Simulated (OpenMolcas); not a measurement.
## Single-point calculation, with input and output: InClF2 (part 1 of 4)

- system: InClF2, SMILES [F][In]([F])[Cl]
- method: CISD/ANO-R0, RHF, sfX2C (OpenMolcas 26.06)

The atoms were displaced at random from an optimised geometry.

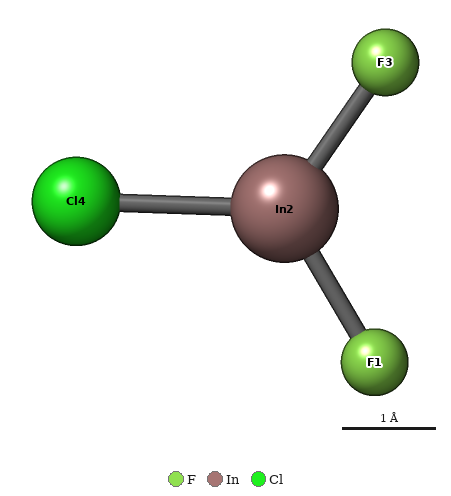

*The structure as given in the input (ball-and-stick view, seen on its broad side; atoms are numbered from 1 in the order of the input). Sticks mark near contacts.*

## Input
```
* ClF2In CISD
&gateway
basisset
F.ANO-R0....
F1 0.604671 0.651881 1.744299 angstrom
F3 0.837341 -1.733320 -0.485632 angstrom
End of Basis
basisset
In.ANO-R0....
In2 0.027652 -0.039467 0.035301 angstrom
End of Basis
basisset
Cl.ANO-R0....
Cl4 -1.410554 1.091602 -1.293374 angstrom
End of Basis
finite
rx2c
&seward
&scf
prorbitals=1 1
&motra
frozen=25
&guga
electrons=34
spin=1
inactive=17
active=0
ciall=1
&cpf
sdci
```

Command:
```bash
export MOLCAS_MEM=1860
pymolcas run.inp > run.log
```

## The program's output
```
--- Start Module: gateway ---

                                              &GATEWAY

                       available to each process: 1.9 GB of memory, 1 thread

++    Symmetry information:
      ---------------------

                    Character Table for C1

                             E
                    a        1  x, y, xy, Rz, z, xz, Ry, yz, Rx, I
--

++    Basis set information:
      ----------------------

      Basis set label: F.ANO-R...2S1P.

      Electronic valence basis set:
      ------------------
      Associated Effective Charge   9.000000 au
      Associated Actual Charge      9.000000 au
      Nuclear Model: Finite nucleus - Gaussian distribution
        Gaussian exponent, Xi/bohr**(-2):  5.35469E+08

      Shell  nPrim  nBasis  Cartesian Spherical Contaminant
         s      13       2        X
         p       8       1        X

      Basis set label: IN.ANO-R...5S4P2D.

      Electronic valence basis set:
      ------------------
      Associated Effective Charge  49.000000 au
      Associated Actual Charge     49.000000 au
      Nuclear Model: Finite nucleus - Gaussian distribution
        Gaussian exponent, Xi/bohr**(-2):  1.95486E+08

      Shell  nPrim  nBasis  Cartesian Spherical Contaminant
         s      23       5        X
         p      18       4        X
         d      12       2                 X

      Basis set label: CL.ANO-R...3S2P.

      Electronic valence basis set:
      ------------------
      Associated Effective Charge  17.000000 au
      Associated Actual Charge     17.000000 au
      Nuclear Model: Finite nucleus - Gaussian distribution
        Gaussian exponent, Xi/bohr**(-2):  3.84638E+08

      Shell  nPrim  nBasis  Cartesian Spherical Contaminant
         s      17       3        X
         p      11       2        X
--

++    Molecular structure info:
      -------------------------

                    ************************************************
                    **** Cartesian Coordinates / bohr, angstrom ****
                    ************************************************

     Center  Label                x              y              z                     x              y              z
        1      F1               1.142663       1.231877       3.296247              0.604671       0.651881       1.744299
        2      F3               1.582345      -3.275500      -0.917711              0.837341      -1.733320      -0.485632
        3      IN2              0.052255      -0.074582       0.066709              0.027652      -0.039467       0.035301
        4      CL4             -2.665561       2.062829      -2.444123             -1.410554       1.091602      -1.293374

                    ***************************************
                    *    InterNuclear Distances / bohr    *
                    ***************************************

               1 F1            2 F3            3 IN2           4 CL4
    1 F1       0.000000
    2 F3       6.186050        0.000000
    3 IN2      3.650444        3.681866        0.000000
    4 CL4      6.938652        6.990879        4.273093        0.000000

                    *******************************************
                    *    InterNuclear Distances / angstrom    *
                    *******************************************

               1 F1            2 F3            3 IN2           4 CL4
    1 F1       0.000000
    2 F3       3.273517        0.000000
    3 IN2      1.931732        1.948360        0.000000
    4 CL4      3.671777        3.699414        2.261223        0.000000
--

            Nuclear Potential Energy            492.55424685 au

--- Stop Module: gateway /rc=_RC_ALL_IS_WELL_ ---

--- Start Module: seward ---

                                              &SEWARD

                       available to each process: 1.9 GB of memory, 1 thread

               SEWARD will generate:
                  Multipole Moment integrals up to order  2
                  Kinetic Energy integrals
                  Nuclear Attraction integrals (finite nuclei - Gaussian type)
                  One-Electron Hamiltonian integrals
                  Velocity integrals
                  Relativistic X2C integrals
                  Orbital angular momentum around ( -0.1886   0.1317  -0.1736 )
                  Velocity quadrupole around ( -0.1886   0.1317  -0.1736 )
                  Atomic mean-field integrals
                  Two-Electron Repulsion integrals

                   Integrals are discarded if absolute value <: 1.00E-14
                   Integral cutoff threshold is set to       <: 1.00E-16

            Nuclear Potential Energy            492.55424685 au

      Basis set specifications :
      Symmetry species         a
      Basis functions           46

--- Stop Module: seward /rc=_RC_ALL_IS_WELL_ ---
--- Module seward spent 6 seconds ---

--- Start Module: scf ---

                                                &SCF

                       available to each process: 1.9 GB of memory, 1 thread

++    Input section:
      --------------

      Header of the integral files:

      Cartesian coordinates in angstrom:
      -----------------------------------------------------
      No.  Label        X            Y            Z
      -----------------------------------------------------
       1   F1         0.60467100   0.65188100   1.74429900
       2   F3         0.83734100  -1.73332000  -0.48563200
       3   IN2        0.02765200  -0.03946700   0.03530100
       4   CL4       -1.41055400   1.09160200  -1.29337400
      -----------------------------------------------------
      Nuclear repulsion energy =  492.55424685
--

++    Orbital specifications:
      -----------------------

      Symmetry species               1
                                     a
      Frozen orbitals                0
      Occupied orbitals             42
      Secondary orbitals             4
      Deleted orbitals               0
      Total number of orbitals      46
      Number of basis functions     46
--

      Molecular charge                           0.000

++    Optimization specifications:
      ----------------------------

      SCF Algorithm: Conventional
      Minimized density differences are used
      Number of density matrices in core                 5
      Maximum number of NDDO SCF iterations            400
      Maximum number of HF SCF iterations              400
      Threshold for SCF energy change             1.00E-09
      Threshold for density matrix                1.00E-04
      Threshold for Fock matrix                   1.50E-04
      Threshold for linear dependence             1.00E-09
      Threshold at which DIIS is turned on        1.50E-01
      Maximum depth in the DIIS procedure                5
      Maximum depth in the BFGS Hessian update          30
      Threshold at which QNR/C2DIIS is turned on  7.50E-02
      Threshold for Norm(delta) (QNR/C2DIIS)      1.00E-03
      All orbitals punched on: SCFORB
--

      Input vectors read from INPORB
      Orbital file label: *Guess orbitals

++ Convergence information
                                   SCF        iterations: Energy and convergence statistics

Iter     Tot. SCF        One-elec.       Two-elec.     Energy      Max Dij or  Max Fij      DNorm      TNorm      AccCon     Time
         Energy          Energy          Energy        Change      Delta Norm                                                in Sec.

 The total and one-electron energies are shifted by a value of      6000. a.u.

   1  -537.725205407 -3993.339816892  2963.060364633   0.00E+00    6.27E-01*   1.58E-01*    1.29E+01   5.66E+02   None         0.
   2  -537.976800212 -3994.634883475  2964.103836411  -2.52E-01*   3.08E-01*   9.74E-02*    2.79E+00   5.67E+02   EDIIS        0.
   3  -538.023095570 -3994.883588607  2964.306246184  -4.63E-02*   1.10E-01*   3.27E-02*    6.68E-01   5.67E+02   EDIIS        0.
   4  -538.033189909 -3995.013368931  2964.425932169  -1.01E-02*   3.44E-02*   1.32E-02*    2.56E-01   5.67E+02   c2DIIS       0.
   5  -538.035437494 -3995.071522473  2964.481838125  -2.25E-03*   1.44E-02*   3.93E-03*    2.76E-02   5.67E+02   QNRc2DIIS    0.
   6  -538.035824086 -3995.124913527  2964.534842589  -3.87E-04*   1.91E-02*   2.93E-03*    9.99E-03   5.67E+02   QNRc2DIIS    0.
   7  -538.035998064 -3995.194535231  2964.604290314  -1.74E-04*   1.42E-03*   5.02E-04*    6.27E-03   5.67E+02   QNRc2DIIS    0.
   8  -538.036001202 -3995.191811249  2964.601563194  -3.14E-06*   8.31E-04    1.48E-04     2.15E-03   5.67E+02   QNRc2DIIS    0.
   9  -538.036001663 -3995.190548964  2964.600300448  -4.61E-07*   1.64E-04    3.39E-05     8.88E-04   5.67E+02   QNRc2DIIS    0.
  10  -538.036001694 -3995.190446598  2964.600198051  -3.07E-08*   7.60E-05    2.01E-05     2.45E-04   5.67E+02   QNRc2DIIS    0.
  11  -538.036001701 -3995.190362253  2964.600113699  -6.48E-09*   5.05E-05    8.81E-06     7.40E-05   5.67E+02   QNRc2DIIS    0.
  12  -538.036001702 -3995.190314738  2964.600066183  -1.66E-09*   7.18E-06    1.56E-06     5.72E-05   5.67E+02   QNRc2DIIS    0.
  13  -538.036001702 -3995.190349468  2964.600100913  -5.00E-11    2.93E-06    4.64E-07     7.74E-04   5.67E+02   QNRc2DIIS    0.

       Convergence after  13 Iterations
--

 *****************************************************************************************************************************
 *                                             SCF/KS-DFT Program, Final results                                             *
 *                                                       Final Results                                                       *
 *****************************************************************************************************************************

::    Total SCF energy                              -6538.0360017023
      One-electron energy                           -9995.1903494680
      Two-electron energy                            2964.6001009129
      Nuclear repulsion energy                        492.5542468528
      Kinetic energy (interpolated)                  7369.3925272128
      Virial theorem                                    0.8871879164
      Total spin, S(S+1)                                0.0000000000
      Total spin, S                                     0.0000000000
      Max non-diagonal density matrix element           0.0000030624
      Max non-diagonal Fock matrix element              0.0000003674

      All orbitals with orbital energies smaller than  E(LUMO)+0.5 are printed

++    Molecular orbitals:
      -------------------

      Title: SCF orbitals

      Molecular orbitals for symmetry species 1: a

          Some orbital energies have been scaled by powers of 10, the power is written right after the orbital index

          Orbital            1 (1)     2         3         4         5         6         7         8         9        10
          Energy         -103.2086 -157.9805 -141.6292 -141.6279 -141.6278 -105.0033  -31.5225  -26.0248  -26.0209  -26.0204
          Occ. No.          2.0000    2.0000    2.0000    2.0000    2.0000    2.0000    2.0000    2.0000    2.0000    2.0000

          Orbital           11        12        13        14        15        16        17        18        19        20
          Energy          -25.8597  -25.8593  -17.4726  -17.4719  -17.4715  -17.4687  -17.4686  -10.4678   -7.8661   -7.8625
          Occ. No.          2.0000    2.0000    2.0000    2.0000    2.0000    2.0000    2.0000    2.0000    2.0000    2.0000

          Orbital           21        22        23        24        25        26        27        28        29        30
          Energy           -7.8622   -5.4352   -3.7123   -3.7119   -3.7090   -1.4111   -1.4071   -1.1633   -1.1442   -1.1412
          Occ. No.          2.0000    2.0000    2.0000    2.0000    2.0000    2.0000    2.0000    2.0000    2.0000    2.0000

          Orbital           31        32        33        34        35        36        37        38        39        40
          Energy           -1.1329   -1.1292   -1.0221   -0.5620   -0.5068   -0.4984   -0.4911   -0.4675   -0.4432   -0.4199
          Occ. No.          2.0000    2.0000    2.0000    2.0000    2.0000    2.0000    2.0000    2.0000    2.0000    2.0000

          Orbital           41        42        43        44        45        46
          Energy           -0.4143   -0.3985    0.0576    0.1017    0.2475    0.2536
          Occ. No.          2.0000    2.0000    0.0000    0.0000    0.0000    0.0000

--

++    Molecular charges:
      ------------------

      Mulliken charges per centre and basis function type
      ---------------------------------------------------

                F1      F3      IN2     CL4
      1s       2.0001  2.0001  2.0000  2.0000
      2s       1.9445  1.9461  2.0000  2.0002
      2px      1.8811  1.8450  2.0000  2.0000
      2pz      1.6219  1.9232  2.0000  2.0000
      2py      1.8982  1.6268  2.0000  2.0000
      3s       0.0000  0.0000  2.0000  1.9428
      3px      0.0000  0.0000  2.0000  1.7611
      3pz      0.0000  0.0000  2.0000  1.8033
      3py      0.0000  0.0000  2.0000  1.8386
      4s       0.0000  0.0000  2.0000  0.0000
      3d2+     0.0000  0.0000  2.0000  0.0000
      3d1+     0.0000  0.0000  2.0000  0.0000
      3d0      0.0000  0.0000  2.0000  0.0000
      3d1-     0.0000  0.0000  2.0000  0.0000
      3d2-     0.0000  0.0000  2.0000  0.0000
      4px      0.0000  0.0000  1.9999  0.0000
      4pz      0.0000  0.0000  1.9997  0.0000
      4py      0.0000  0.0000  1.9997  0.0000
      5s       0.0000  0.0000  0.9036  0.0000
      4d2+     0.0000  0.0000  1.9982  0.0000
      4d1+     0.0000  0.0000  1.9961  0.0000
      4d0      0.0000  0.0000  1.9967  0.0000
      4d1-     0.0000  0.0000  1.9965  0.0000
      4d2-     0.0000  0.0000  1.9950  0.0000
      5px      0.0000  0.0000  0.3302  0.0000
      5pz      0.0000  0.0000  0.3766  0.0000
      5py      0.0000  0.0000  0.3749  0.0000
      Total    9.3457  9.3411 47.9672 17.3460

      N-E     -0.3457 -0.3411  1.0328 -0.3460

      Total electronic charge=   84.000000

      Total            charge=   -0.000000
--

++    Static properties:
      ------------------

      LoProp Charges per center

                   F1       F3       IN2      CL4
      Nuclear      9.0000   9.0000  49.0000  17.0000
      Electronic  -9.2812  -9.2788 -48.2137 -17.2262

      Total       -0.2812  -0.2788   0.7863  -0.2262
--

++    Natural Bond Order analysis
      ---------------------------
      Based on LoProp computed density
      -------------------------------------------------------------------------------------
      Atom A       Atom B       Bond Order
      -------------------------------------------------------------------------------------
      NBO located      1.000 non-bonded electrons on atom F1
      NBO located      1.001 non-bonded electrons on atom F1
      NBO located      1.000 non-bonded electrons on atom F3
      NBO located      1.002 non-bonded electrons on atom F3
      NBO located      1.010 non-bonded electrons on atom IN2
      NBO located      1.004 non-bonded electrons on atom IN2
      NBO located      0.996 non-bonded electrons on atom IN2
      NBO located      0.997 non-bonded electrons on atom IN2
      NBO located      0.998 non-bonded electrons on atom IN2
      NBO located      0.997 non-bonded electrons on atom IN2
      NBO located      0.997 non-bonded electrons on atom IN2
      NBO located      0.998 non-bonded electrons on atom IN2
      NBO located      0.999 non-bonded electrons on atom IN2
      NBO located      1.000 non-bonded electrons on atom IN2
      NBO located      1.000 non-bonded electrons on atom IN2
      NBO located      1.000 non-bonded electrons on atom IN2
      NBO located      1.000 non-bonded electrons on atom IN2
      NBO located      1.000 non-bonded electrons on atom IN2
      NBO located      1.000 non-bonded electrons on atom IN2
      NBO located      1.000 non-bonded electrons on atom IN2
      NBO located      1.000 non-bonded electrons on atom IN2
      NBO located      1.000 non-bonded electrons on atom IN2
      NBO located      1.000 non-bonded electrons on atom IN2
      NBO located      1.000 non-bonded electrons on atom IN2
      NBO located      1.000 non-bonded electrons on atom IN2
      NBO located      1.000 non-bonded electrons on atom IN2
      NBO located      1.000 non-bonded electrons on atom IN2
      NBO located      0.999 non-bonded electrons on atom CL4
      NBO located      1.000 non-bonded electrons on atom CL4
      NBO located      1.000 non-bonded electrons on atom CL4
      NBO located      1.000 non-bonded electrons on atom CL4
      NBO located      1.000 non-bonded electrons on atom CL4
      The remaining   10.527 electrons are to be considered as diffuse
--

++    Molecular properties:
      ---------------------

      Charge (e):
                      =   -0.0000
      Dipole Moment (debye):
      Origin of the operator (angstrom)=   -0.0998    0.0697   -0.0919
                   X=  3.7927E-01               Y= -4.3041E-01               Z=  4.8985E-01           Total=  7.5435E-01
      Quadrupole Moment (debye*angstrom):
      Origin of the operator (angstrom)=   -0.0998    0.0697   -0.0919
                  XX= -4.6682E+01              XY=  4.4660E+00              XZ= -4.2524E+00              YY= -4.9547E+01
                  YZ= -1.2137E+00              ZZ= -5.0152E+01
      In traceless form (debye*angstrom)
                  XX=  3.1677E+00              XY=  6.6990E+00              XZ= -6.3787E+00              YY= -1.1302E+00
                  YZ= -1.8205E+00              ZZ= -2.0374E+00
--

--- Stop Module: scf /rc=_RC_ALL_IS_WELL_ ---
--- Module scf spent 1 second ---

--- Start Module: motra ---

                                               &MOTRA

                       available to each process: 1.9 GB of memory, 1 thread

      *** WARNING: Default frozen orbitals is overwritten by user input.
      *** Default values:  25

      Header of the integral files:

      Header of MO coefficients source file:
      * SCF orbitals
```
